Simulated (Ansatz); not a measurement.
# CuBr: single points with varied inputs

How do the results and run time of CuBr respond when the settings are drawn wide?

Program: Ansatz 0.2.0, Gaussian basis. Level of theory: the settings change from run to run. These are calculated values, not measurements.

### Step 1. The geometry

The structure was relaxed beforehand with PBE0-D4 in a triple-zeta def2 set.

SMILES `[Cu][Br]`, 2 atoms, charge 0, spin multiplicity 1.

Atoms are counted from 1 here; the program's logs count them from 0.

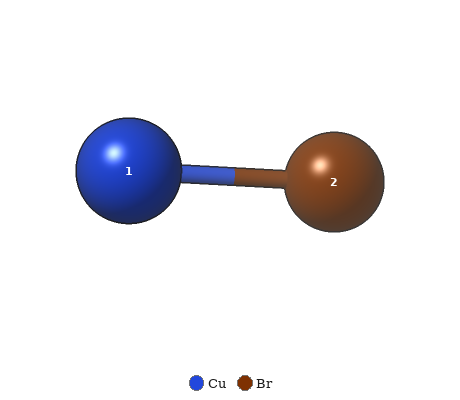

The geometry (copper blue, bromine brown); atoms are numbered from 1 in the order of the file.

### Step 2. SPW92/6-31G*

This run has charge -1, multiplicity 2.

File in.yaml:

```yaml
crystal:
  periodic: [false, false, false]
  atoms:
    - {symbol: Cu, position_ang: [0.954365, -0.363579, 0.475582]}
    - {symbol: Br, position_ang: [-0.924865, 0.303379, -0.471482]}
basis:
  gaussian: {orbitals: "6-31G*"}
total_charge: -1
magnetization: {spin_polarized: true, initial_magnetization: 1}
hamiltonian: {xc: {name: SPW92}}
```

Launch:

```console
ansatz run in.yaml --threads 2 --pin off --events-out ev --progress --plain --max-ram 20480MiB --backend cpu
```

The program printed:

```text
Functional definition: SPW92
  name "SPW92"
  cite "Dirac, Proc. Camb. Phil. Soc. 26, 376 (1930) doi:10.1017/S0305004100016108"
  cite "Slater, Phys. Rev. 81, 385 (1951) doi:10.1103/PhysRev.81.385"
  cite "Perdew & Wang, Phys. Rev. B 45, 13244 (1992) doi:10.1103/PhysRevB.45.13244"
  exchange = slater_x
  correlation = pw_c
716 factors; their error is unknown
mean field evaluation 1: about -114073.4582 eV, gradient 2.6e2 eV
mean field evaluation 2: about -113863.4519 eV, gradient 3.2e2 eV
mean field evaluation 4: about -114291.4346 eV, gradient 1.8e2 eV
mean field evaluation 8: about -114470.4449 eV, gradient 1.1e2 eV
mean field evaluation 16: about -114499.4856 eV, gradient 1.3e-1 eV
mean field evaluation 32: about -114073.4582 eV, gradient 2.6e2 eV
mean field evaluation 64: about -114497.7222 eV, gradient 2.4e-2 eV
mean field evaluation 96: about -114497.7544 eV, gradient 1.8e0 eV
mean field evaluation 128: about -114474.6577 eV, gradient 7.5e1 eV
mean field evaluation 160: about -114495.3414 eV, gradient 7.2e0 eV
mean field -114499.47177546 eV, -4207.7779772187 hartree, gradient 5.5e-6 eV, S^2 0.753380; 12 other end points of the search recorded, 0 dependent functions left out
reference -114499.47180031 eV, -4207.7779781320 hartree; 33, 32 occupied and 38, 39 virtual orbitals, 716 factors
Total energy: -114499.47180031 eV, -4207.7779781320 hartree
```

Wall time 5.5 s (2 threads of AMD EPYC 7R13, shared host).

⟨S²⟩ 0.753.

### Step 3. HSE06/ANO-RCC-VTZP

Options: finite nuclei, D3(BJ) dispersion, the search for lower states set to full.

File in.yaml:

```yaml
crystal:
  periodic: [false, false, false]
  atoms:
    - {symbol: Cu, position_ang: [0.954365, -0.363579, 0.475582]}
    - {symbol: Br, position_ang: [-0.924865, 0.303379, -0.471482]}
basis:
  gaussian: {orbitals: ANO-RCC-VTZP, nuclear_model: gaussian}
hamiltonian: {xc: {name: HSE06}, dispersion: d3bj}
scf: {lower_state_search: full}
output: {forces: true}
```

The command is unchanged.

The program printed, shortened:

```text
Functional definition: HSE06
  name "HSE06"
  cite "Heyd, Scuseria & Ernzerhof, J. Chem. Phys. 118, 8207 (2003) doi:10.1063/1.1564060"
  cite "Krukau, Vydrov, Izmaylov & Scuseria, J. Chem. Phys. 125, 224106 (2006) doi:10.1063/1.2404663"
  cite "Heyd & Scuseria, J. Chem. Phys. 120, 7274 (2004) doi:10.1063/1.1668634"
  cite "Ernzerhof & Perdew, J. Chem. Phys. 109, 3313 (1998) doi:10.1063/1.476928"
  cite "Perdew, Burke & Ernzerhof, Phys. Rev. Lett. 77, 3865 (1996) doi:10.1103/PhysRevLett.77.3865"
  parent pbe
[...]
  # The whole range is PBE's own exchange, as in plane waves. The composition of these papers is wPBEh.
[...]
723 factors; integrals over basis functions are off by at most 8.3e-4 eV
43 factors; integrals over basis functions are off by at most 8.9e-5 eV
[...]
mean field -115936.18655334 eV, -4260.5762714654 hartree, gradient 2.4e-5 eV, S^2 0.000000; 2 other end points of the search recorded, 0 dependent functions left out
[...]
reference -115936.18660054 eV, -4260.5762732003 hartree; 32, 32 occupied and 70, 70 virtual orbitals, 723 factors
Total energy: -115936.21413029 eV, -4260.5772848998 hartree
Relativity: scalar
Atom 0 at     0.954365    -0.363579     0.475582 Å, force    -0.275002     0.097601    -0.138591 eV/Å
Atom 1 at    -0.924865     0.303379    -0.471482 Å, force     0.275002    -0.097601     0.138591 eV/Å
Dipole moment:     0.842009    -0.298838     0.424342 e Å
```

It took 13 s on 2 threads of AMD EPYC 7R13, shared host.

Largest force 0.323 eV/Å, dipole 4.75 D.

### Step 4. r2SCANh/cc-pVTZ

Set apart from the defaults: multiplicity 3, atoms shaken by 0.15 Å.

File in.yaml:

```yaml
crystal:
  periodic: [false, false, false]
  atoms:
    - {symbol: Cu, position_ang: [1.192616, -0.303119, 0.796272]}
    - {symbol: Br, position_ang: [-1.045252, 0.334601, -0.230213]}
basis:
  gaussian: {orbitals: cc-pVTZ}
magnetization: {spin_polarized: true, initial_magnetization: 2}
hamiltonian: {xc: {name: r2SCANh}}
output: {forces: true}
```

Same command.

The program printed, shortened:

```text
Functional definition: r2SCANh
  name "r2SCANh"
  cite "Bursch, Neugebauer, Ehlert & Grimme, J. Chem. Phys. 156, 134105 (2022) doi:10.1063/5.0086040"
  cite "Furness, Kaplan, Ning, Perdew & Sun, J. Phys. Chem. Lett. 11, 8208 (2020) doi:10.1021/acs.jpclett.0c02405"
  cite "Furness, Kaplan, Ning, Perdew & Sun, J. Phys. Chem. Lett. 11, 9248 (2020) doi:10.1021/acs.jpclett.0c03077"
  parent r2scan
[...]
772 factors; integrals over basis functions are off by at most 5.8e-4 eV
[...]
mean field -114687.00786842 eV, -4214.6698015186 hartree, gradient 2.0e-6 eV, S^2 2.006121; 13 other end points of the search recorded, 0 dependent functions left out
[...]
reference -114687.00788360 eV, -4214.6698020763 hartree; 33, 31 occupied and 78, 80 virtual orbitals, 772 factors
Total energy: -114687.00788360 eV, -4214.6698020763 hartree
Atom 0 at     1.192616    -0.303119     0.796272 Å, force    -1.107550     0.315616    -0.508021 eV/Å
Atom 1 at    -1.045252     0.334601    -0.230213 Å, force     1.107550    -0.315616     0.508021 eV/Å
Dipole moment:     0.347547    -0.101174     0.159416 e Å
```

Wall time 50 s (2 threads of AMD EPYC 7R13, shared host); peak memory 0.43 GiB.

Largest force 1.259 eV/Å, dipole 1.90 D, ⟨S²⟩ 2.006.

### Step 5. r2SCANh/6-31G*

This run has atoms shaken by 0.08 Å.

File in.yaml:

```yaml
crystal:
  periodic: [false, false, false]
  atoms:
    - {symbol: Cu, position_ang: [0.888612, -0.372526, 0.500751]}
    - {symbol: Br, position_ang: [-0.840512, 0.162631, -0.397584]}
basis:
  gaussian: {orbitals: "6-31G*"}
hamiltonian: {xc: {name: r2SCANh}}
```

Same command.

The program printed, shortened:

```text
Functional definition: r2SCANh
  name "r2SCANh"
  cite "Bursch, Neugebauer, Ehlert & Grimme, J. Chem. Phys. 156, 134105 (2022) doi:10.1063/5.0086040"
  cite "Furness, Kaplan, Ning, Perdew & Sun, J. Phys. Chem. Lett. 11, 8208 (2020) doi:10.1021/acs.jpclett.0c02405"
  cite "Furness, Kaplan, Ning, Perdew & Sun, J. Phys. Chem. Lett. 11, 9248 (2020) doi:10.1021/acs.jpclett.0c03077"
  parent r2scan
[...]
656 factors; integrals over basis functions are off by at most 6.9e-4 eV
[...]
mean field -114669.03918835 eV, -4214.0094647054 hartree, gradient 1.3e-5 eV, S^2 0.000000; 0 other end points of the search recorded, 0 dependent functions left out
reference -114669.03919711 eV, -4214.0094650274 hartree; 32, 32 occupied and 39, 39 virtual orbitals, 656 factors
Total energy: -114669.03919711 eV, -4214.0094650274 hartree
```

It took 2.2 s on 2 threads of AMD EPYC 7R13, shared host.

### Step 6. B3LYP/ANO-RCC-VTZP

Options: a grid of angular degree 23, D4 dispersion, relativity set to scalar, the search for lower states set to off.

File in.yaml:

```yaml
crystal:
  periodic: [false, false, false]
  atoms:
    - {symbol: Cu, position_ang: [0.954365, -0.363579, 0.475582]}
    - {symbol: Br, position_ang: [-0.924865, 0.303379, -0.471482]}
basis:
  gaussian: {orbitals: ANO-RCC-VTZP, final_grid: {core_spheres: 8, valence_spheres: 7, degree: 23}}
hamiltonian: {xc: {name: B3LYP}, dispersion: d4, pseudopotentials: {relativity: scalar}}
scf: {lower_state_search: off}
```

The command is unchanged.

The program printed, shortened:

```text
Functional definition: B3LYP
  name "B3LYP"
  cite "Stephens, Devlin, Chabalowski & Frisch, J. Phys. Chem. 98, 11623 (1994) doi:10.1021/j100096a001"
  cite "Becke, Phys. Rev. A 38, 3098 (1988) doi:10.1103/PhysRevA.38.3098"
  cite "Lee, Yang & Parr, Phys. Rev. B 37, 785 (1988) doi:10.1103/PhysRevB.37.785"
  cite "Vosko, Wilk & Nusair, Can. J. Phys. 58, 1200 (1980) doi:10.1139/p80-159"
[...]
723 factors; integrals over basis functions are off by at most 8.4e-4 eV
[...]
mean field -115954.23241432 eV, -4261.2394446245 hartree, gradient 6.5e-6 eV, S^2 0.000000; 0 other end points of the search recorded, 0 dependent functions left out
reference -115954.23262692 eV, -4261.2394524376 hartree; 32, 32 occupied and 70, 70 virtual orbitals, 723 factors
Total energy: -115954.29031416 eV, -4261.2415724046 hartree
Relativity: scalar
Checks for a lower state left out: stability, starts, cluster_reference, orbital_swaps, neighbouring_geometries, increment
```

Run time: 3.7 s. Hardware: 2 threads of AMD EPYC 7R13, shared host.

### Step 7. wB97/x2c-TZVPPall

This run has the search for lower states set to off.

File in.yaml:

```yaml
crystal:
  periodic: [false, false, false]
  atoms:
    - {symbol: Cu, position_ang: [0.954365, -0.363579, 0.475582]}
    - {symbol: Br, position_ang: [-0.924865, 0.303379, -0.471482]}
basis:
  gaussian: {orbitals: x2c-TZVPPall}
hamiltonian: {xc: {name: wB97}}
scf: {lower_state_search: off}
output: {forces: true}
```

Launched as before.

The program printed, shortened:

```text
Functional definition: wB97
  name "wB97"
  cite "Chai & Head-Gordon, J. Chem. Phys. 128, 084106 (2008) doi:10.1063/1.2834918"
  cite "Becke, J. Chem. Phys. 107, 8554 (1997) doi:10.1063/1.475007"
[...]
  # The coefficients of nought are those of the uniform gas.
[...]
      + integral(e_c_pw_opposite_spin*poly(b97_u_opposite, 1, cos1, cos2, cos3, cos4))
[...]
874 factors; their error is unknown
154 factors; integrals over basis functions are off by at most 2.6e-4 eV
[...]
mean field -115960.74959813 eV, -4261.4789467123 hartree, gradient 5.7e-6 eV, S^2 0.000000; 0 other end points of the search recorded, 0 dependent functions left out
[...]
reference -115960.74958949 eV, -4261.4789463947 hartree; 32, 32 occupied and 80, 80 virtual orbitals, 874 factors
Total energy: -115960.74958949 eV, -4261.4789463947 hartree
Relativity: scalar
Atom 0 at     0.954365    -0.363579     0.475582 Å, force    -0.365067     0.129566    -0.183980 eV/Å
Atom 1 at    -0.924865     0.303379    -0.471482 Å, force     0.365067    -0.129566     0.183980 eV/Å
Dipole moment:     0.883257    -0.313477     0.445130 e Å
Checks for a lower state left out: stability, starts, cluster_reference, orbital_swaps, neighbouring_geometries, increment
```

Run time: 2.3 s. Hardware: 2 threads of AMD EPYC 7R13, shared host.

Largest force 0.429 eV/Å, dipole 4.98 D.

### Step 8. MP2/pcseg-2

Options: charge +1, multiplicity 2, coordinates scaled by 1.25, the search for lower states set to light.

File in.yaml:

```yaml
crystal:
  periodic: [false, false, false]
  atoms:
    - {symbol: Cu, position_ang: [1.192956, -0.454474, 0.594478]}
    - {symbol: Br, position_ang: [-1.156081, 0.379224, -0.589353]}
basis:
  gaussian: {orbitals: pcseg-2}
total_charge: 1
magnetization: {spin_polarized: true, initial_magnetization: 1}
hamiltonian: {xc: {name: HF}}
correlation: {method: mp2}
scf: {lower_state_search: light}
output: {forces: true}
```

The command is unchanged.

The program printed, shortened:

```text
Functional definition: HF
  name "HF"
  cite "Fock, Z. Phys. 61, 126 (1930) doi:10.1007/BF01340294"
  parent pbe
[...]
737 factors; integrals over basis functions are off by at most 9.2e-4 eV
[...]
mean field -114590.80793886 eV, -4211.1345193139 hartree, gradient 5.8e-7 eV, S^2 0.759397; 17 other end points of the search recorded, 0 dependent functions left out
14 core orbitals not correlated: weight in the atoms' cores, before any rotation towards them, 1.000 or more for the frozen orbitals, at most 0.000 for the correlated occupied ones
reference -114590.80793886 eV, -4211.1345193139 hartree; 18, 17 occupied and 67, 68 virtual orbitals, 737 factors
second order -24.30591566 eV of doubles, -0.00000000 eV of singles
[...]
Total energy: -114615.11385452 eV, -4212.0277452393 hartree
Atom 0 at     1.192956    -0.454474     0.594478 Å, force    -0.792447     0.281248    -0.399365 eV/Å
Atom 1 at    -1.156081     0.379224    -0.589353 Å, force     0.792447    -0.281248     0.399365 eV/Å
Dipole moment:     0.820450    -0.291186     0.413478 e Å
```

Wall time 30 s (2 threads of AMD EPYC 7R13, shared host).

Largest force 0.931 eV/Å, ⟨S²⟩ 0.759.

### Step 9. revPBE/def2-mTZVP

File in.yaml:

```yaml
crystal:
  periodic: [false, false, false]
  atoms:
    - {symbol: Cu, position_ang: [0.954365, -0.363579, 0.475582]}
    - {symbol: Br, position_ang: [-0.924865, 0.303379, -0.471482]}
basis:
  gaussian: {orbitals: def2-mTZVP}
hamiltonian: {xc: {name: revPBE}}
```

The command is unchanged.

The program printed:

```text
Functional definition: revPBE
  name "revPBE"
  cite "Zhang & Yang, Phys. Rev. Lett. 80, 890 (1998) doi:10.1103/PhysRevLett.80.890"
  cite "Perdew, Burke & Ernzerhof, Phys. Rev. Lett. 77, 3865 (1996) doi:10.1103/PhysRevLett.77.3865"
  parameter kappa = 1.245
  parameter beta = 0.06672455060314922
  exchange = pbe_x(kappa = kappa, mu = beta*pi^2/3)
  correlation = pbe_c(beta = beta)
745 factors; their error is unknown
mean field evaluation 1: about -114676.6547 eV, gradient 5.4e1 eV
mean field evaluation 2: about -114580.8176 eV, gradient 3.2e2 eV
mean field evaluation 4: about -114678.7080 eV, gradient 1.7e1 eV
mean field evaluation 8: about -114679.4251 eV, gradient 8.2e-2 eV
mean field -114679.42510372 eV, -4214.3911400555 hartree, gradient 4.1e-5 eV, S^2 0.000000; 0 other end points of the search recorded, 0 dependent functions left out
reference -114679.42515024 eV, -4214.3911417649 hartree; 32, 32 occupied and 37, 37 virtual orbitals, 745 factors
Total energy: -114679.42515024 eV, -4214.3911417649 hartree
```

Wall time 0.62 s (2 threads of AMD EPYC 7R13, shared host).

### Step 10. B2GP-PLYP/x2c-TZVPPall

in.yaml, as its differences from that of step 9:

```diff
@@ -6,3 +6,4 @@
 basis:
-  gaussian: {orbitals: def2-mTZVP}
-hamiltonian: {xc: {name: revPBE}}
+  gaussian: {orbitals: x2c-TZVPPall}
+hamiltonian: {xc: {name: B2GP-PLYP}}
+output: {forces: true}
```

The command is unchanged.

The program printed, shortened:

```text
Functional definition: B2GP-PLYP
  name "B2GP-PLYP"
  cite "Karton, Tarnopolsky, Lamère, Schatz & Martin, J. Phys. Chem. A 112, 12868 (2008) doi:10.1021/jp801805p"
  cite "Becke, Phys. Rev. A 38, 3098 (1988) doi:10.1103/PhysRevA.38.3098"
  cite "Lee, Yang & Parr, Phys. Rev. B 37, 785 (1988) doi:10.1103/PhysRevB.37.785"
[...]
779 factors; integrals over basis functions are off by at most 9.0e-4 eV
[...]
mean field -115915.58024016 eV, -4259.8190034235 hartree, gradient 2.4e-6 eV, S^2 0.000000; 0 other end points of the search recorded, 0 dependent functions left out
14 core orbitals not correlated: weight in the atoms' cores, before any rotation towards them, 1.000 or more for the frozen orbitals, at most 0.000 for the correlated occupied ones
reference -115915.58032981 eV, -4259.8190067183 hartree; 18, 18 occupied and 80, 80 virtual orbitals, 779 factors
second order -34.65542253 eV of doubles, -0.00000000 eV of singles
[...]
Total energy: -115928.05628192 eV, -4260.2774895018 hartree
Relativity: scalar
Atom 0 at     0.954365    -0.363579     0.475582 Å, force    -0.275426     0.097752    -0.138805 eV/Å
Atom 1 at    -0.924865     0.303379    -0.471482 Å, force     0.275426    -0.097752     0.138805 eV/Å
Dipole moment:     0.856382    -0.303939     0.431586 e Å
```

Run time: 6 s. Hardware: 2 threads of AMD EPYC 7R13, shared host.

Largest force 0.324 eV/Å, dipole 4.83 D.

### Step 11. The runs in one table

| level | charge | multiplicity | geometry | functions | energy (eV) | time |
| --- | --- | --- | --- | --- | --- | --- |
| SPW92/6-31G* | -1 | 2 | relaxed | 71 | -114499.472 | 5.5 s |
| HSE06/ANO-RCC-VTZP | 0 | 1 | relaxed | 102 | -115936.214 | 13 s |
| r2SCANh/cc-pVTZ | 0 | 3 | shaken | 111 | -114687.008 | 50 s |
| r2SCANh/6-31G* | 0 | 1 | shaken | 71 | -114669.039 | 2.2 s |
| B3LYP/ANO-RCC-VTZP | 0 | 1 | relaxed | 102 | -115954.290 | 3.7 s |
| wB97/x2c-TZVPPall | 0 | 1 | relaxed | 112 | -115960.750 | 2.3 s |
| MP2/pcseg-2 | 1 | 2 | scaled | 99 | -114615.114 | 30 s |
| revPBE/def2-mTZVP | 0 | 1 | relaxed | 69 | -114679.425 | 0.62 s |
| B2GP-PLYP/x2c-TZVPPall | 0 | 1 | relaxed | 112 | -115928.056 | 6 s |

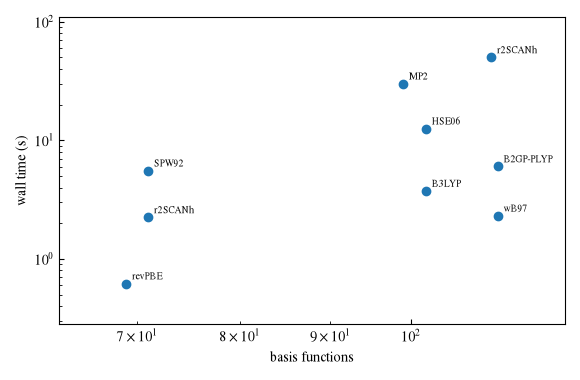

Wall time against the number of basis functions (shared host).

### Step 12. What came out

```
                                         quantity                      value
                                             runs                          9
                                         quickest  revPBE/def2-mTZVP, 0.62 s
                                          slowest      r2SCANh/cc-pVTZ, 50 s
spread of total energies, same state and geometry                  1281.3 eV
                  dipole, same state and geometry             4.75 to 4.98 D
```

r2SCANh/cc-pVTZ took 81 times as long as revPBE/def2-mTZVP. The jobs differ in tasks and options as well as level. The totals spread over 1281 eV; they can't be compared across methods or bases. Some of these runs are scalar-relativistic and others not, which shifts the totals of all-electron atoms past neon by eV; core potentials, where a basis has them, take the core out of the total altogether. At the PBE0-D4/def2-TZVP geometry and in the same state, runs without warnings or point charges leave forces up to 0.43 eV/Å (wB97/x2c-TZVPPall). At that geometry and state the dipole changes by 5 % between the lowest and highest value.
